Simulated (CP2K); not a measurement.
**InCNClF (SMILES N#[C][In]([F])[Cl]) at GFN2-xTB**

Aim: the energy change on altering one bond length of InCNClF at GFN2-xTB, from 2 runs. 

Program for the calculation: CP2K 2026.2.

5 further runs of the same task are left out: 1 that didn't finish, 4 set aside as unsound or not needed. Runs told in other sessions of the task aren't counted.

## 1. The system as given

The species is InCNClF (5 atoms), meant as a singlet with charge 0. As SMILES, `N#[C][In]([F])[Cl]`. The coordinates come from a PBE0-D4/def2-TZVP relaxation.

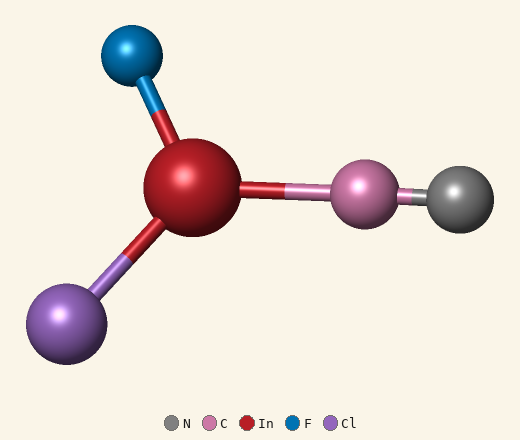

The structure, seen from a chosen angle (nitrogen grey, carbon pink, indium red, fluorine blue, chlorine purple).

## 2. A single-point energy at GFN2-xTB

run.inp reads:

```
&GLOBAL
  PROJECT run
  RUN_TYPE ENERGY
  PRINT_LEVEL MEDIUM
&END

&FORCE_EVAL
  METHOD QS
  &DFT
    &QS
      METHOD XTB
      EPS_DEFAULT 1.0E-10
      &XTB
        GFN_TYPE TBLITE
        &TBLITE
          METHOD GFN2
        &END
        CHECK_ATOMIC_CHARGES F
      &END
    &END
    &POISSON
      PERIODIC NONE
      POISSON_SOLVER ANALYTIC
    &END
    &SCF
      SCF_GUESS ATOMIC
      EPS_SCF 1.0E-06
      MAX_SCF 150
      ADDED_MOS 2
      &DIAGONALIZATION
        ALGORITHM STANDARD
      &END
      &MIXING
        METHOD DIRECT_P_MIXING
        ALPHA 0.4
      &END
      &SMEAR ON
        METHOD FERMI_DIRAC
        ELECTRONIC_TEMPERATURE [K] 300
      &END
    &END
    &PRINT
      &MOMENTS
        PERIODIC F
        REFERENCE COM
        MAX_MOMENT 1
      &END
      &MO ON
        ENERGIES T
        OCCUPATION_NUMBERS T
        NDIGITS 6
        &EACH
          QS_SCF 0
        &END
        ADD_LAST NUMERIC
      &END
      &HIRSHFELD OFF
      &END
    &END
  &END
  # structure
  &SUBSYS
    &CELL
      ABC 12.9 13.7 13.9
      PERIODIC NONE
    &END
    &COORD
      N     -1.392600     1.451400     1.648800
      C     -0.781900     0.784400     0.934900
      In     0.330400    -0.389600    -0.376400
      F      0.434400    -2.280900    -0.039700
      Cl     1.459700     0.361000    -2.209100
    &END
    &TOPOLOGY
      &CENTER_COORDINATES
      &END
    &END
  &END
&END
```

Started as:

```sh
$ OMP_NUM_THREADS=1 cp2k.psmp -i run.inp -o run.out
```

The log of the run:

```text
CP2K| version string:                                       CP2K version 2026.2
[...]
 GLOBAL| Method name                                                        CP2K
[...]
 GLOBAL| Run type                                                         ENERGY
[...]
                             - Atoms:                                          5
[...]
                             - Spherical basis functions:                     30
[...]
 Number of electrons:                                                         26
[...]
  *** SCF run converged in    18 steps ***
[...]
  Fermi energy:                                                -0.37734105981093
[...]
 TB_DIPOLE| Moment [Debye]         -0.20778586       2.11660683      -0.24392232
 TB_DIPOLE| Derivative [a.u.]       0.00000000       0.00000000       0.00000000
[...]
 ENERGY| Total FORCE_EVAL ( QS ) energy [hartree]            -15.580080791190882
[...]
```

Wall time 0.24 s (1 thread of Arm Neoverse V2, shared host).

## 3. The distorted shape at the same level

calc.inp reads:

```
&GLOBAL
  PROJECT_NAME calc
  RUN_TYPE ENERGY
  PRINT_LEVEL MEDIUM
&END

&FORCE_EVAL
  METHOD QUICKSTEP
  &DFT
    CHARGE 0
    MULTIPLICITY 1
    &QS
      METHOD XTB
      EPS_DEFAULT 1.0E-10
      &XTB
        GFN_TYPE TBLITE
        &TBLITE
          METHOD GFN2
        &END
        CHECK_ATOMIC_CHARGES F
      &END
    &END
    &POISSON
      PERIODIC NONE
      POISSON_SOLVER ANALYTIC
    &END
    &SCF
      SCF_GUESS ATOMIC
      EPS_SCF 1.0E-06
      MAX_SCF 150
      ADDED_MOS 2
      &DIAGONALIZATION
        ALGORITHM STANDARD
      &END
      &MIXING
        METHOD DIRECT_P_MIXING
        ALPHA 0.4
      &END
      &SMEAR ON
        METHOD FERMI_DIRAC
        ELECTRONIC_TEMPERATURE [K] 300
      &END
    &END
    &PRINT
      &MOMENTS
        PERIODIC F
        REFERENCE COM
        MAX_MOMENT 1
      &END
      &MO ON
        ENERGIES T
        OCCUPATION_NUMBERS T
        NDIGITS 6
        &EACH
          QS_SCF 0
        &END
        ADD_LAST NUMERIC
      &END
      &HIRSHFELD OFF
      &END
    &END
  &END
  &SUBSYS
    &CELL
      ABC [angstrom] 13 13.9 14.1
      PERIODIC NONE
    &END
    &COORD
      N     -1.575799     1.651488     1.862957
      C     -0.781900     0.784400     0.934900
      In     0.330400    -0.389600    -0.376400
      F      0.434400    -2.280900    -0.039700
      Cl     1.459700     0.361000    -2.209100
    &END
    &TOPOLOGY
      &CENTER_COORDINATES
      &END
    &END
  &END
&END
```

Started as:

```sh
$ OMP_NUM_THREADS=1 cp2k.psmp -i calc.inp > calc.out 2>&1
```

The log of the run:

```text
CP2K| version string:                                       CP2K version 2026.2
[...]
 GLOBAL| Method name                                                        CP2K
[...]
 GLOBAL| Run type                                                         ENERGY
[...]
                             - Atoms:                                          5
[...]
                             - Spherical basis functions:                     30
[...]
 Number of electrons:                                                         26
[...]
  *** SCF run converged in    36 steps ***
[...]
  Fermi energy:                                                -0.40323721166141
[...]
 TB_DIPOLE| Moment [Debye]          0.28425887       1.76900348      -0.86833735
 TB_DIPOLE| Derivative [a.u.]       0.00000000       0.00000000       0.00000000
[...]
 ENERGY| Total FORCE_EVAL ( QS ) energy [hartree]            -15.436765189772919
[...]
```

Wall time 0.26 s (1 thread of Arm Neoverse V2, shared host).

## 4. Results

Level: GFN2-xTB.

| quantity | value |
| --- | --- |
| first shape: total energy | -15.58008 Eh |
| first shape: dipole moment (from atomic charges alone) | 2.14 D |
| first shape: HOMO energy | -12.73 eV |
| first shape: LUMO energy | -9.37 eV |
| first shape: HOMO–LUMO gap | 3.36 eV |
| first shape: dispersion energy | -8.17 kJ/mol |
| distorted shape: total energy | -15.43677 Eh |
| distorted shape: dipole moment (from atomic charges alone) | 1.99 D |
| distorted shape: HOMO energy | -12.99 eV |
| distorted shape: LUMO energy | -10.08 eV |
| distorted shape: HOMO–LUMO gap | 2.91 eV |
| distorted shape: dispersion energy | -8.01 kJ/mol |
| energy change with the N1–C2 bond stretched from 1.152 to 1.498 Å | 3.900 eV |

**Reading.** With the N1–C2 bond stretched from 1.152 to 1.498 Å the energy rises by 3.90 eV (90 kcal/mol). The first shape isn't relaxed at this level, so the change isn't measured from a minimum. The dipole (first shape) comes from point charges on the atoms alone, without atomic dipoles, so it is partial. The dipole (distorted shape) comes from point charges on the atoms alone, without atomic dipoles, so it is partial.
